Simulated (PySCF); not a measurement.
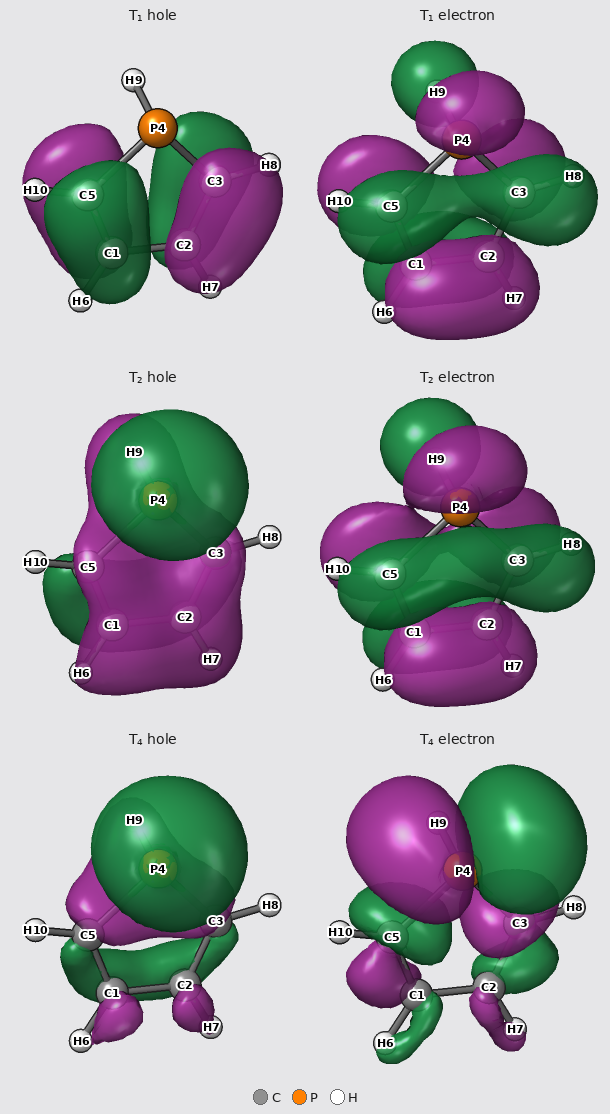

Figure. C₄H₅P, SMILES `c1cc[pH]c1`. Leading natural transition orbitals (TDA triplet states).

Computed with PySCF, BHandHLYP/cc-pVDZ, geometry: GFN2-xTB. No frequency check shows the geometry to be a minimum. GFN2-xTB bond lengths at metals and heavier atoms can be off by up to 0.1 Å and shapes distorted, which carries into these values. Without diffuse functions Rydberg states are missing, so the states' numbers hold for this basis only.

Question: Describe these excited states.

Answer: By state:
- T₁: 2.95 eV (421 nm), spin-forbidden from the singlet ground state; the leading pair carries 96 %; hole on C3 and C5 (27 % each), C1 and C2 (16 % each) and P4 (6 %), electron on C3 and C5 (21 % each), C1 and C2 (16 % each) and P4 (12 %); their centroids lie 0.2 Å apart.
- T₂: 4.42 eV (281 nm), spin-forbidden from the singlet ground state; the leading pair carries 90 %; hole on P4 (43 %), C1 and C2 (16 % each) and C3 and C5 (8 % each), electron on C3 and C5 (18 % each), P4 (18 %) and C1 and C2 (15 % each); their centroids lie 0.5 Å apart.
- T₄: 6.12 eV (203 nm), spin-forbidden from the singlet ground state; the leading pair carries 96 %; hole on P4 (70 %), C3 and C5 (7 % each) and C1 and C2 (5 % each), electron on P4 (62 %) and C3 and C5 (11 % each); their centroids lie 0.2 Å apart.

Run time: 3 min on 1 thread of Arm Neoverse V1, on a shared host, peak memory 0.55 GiB.
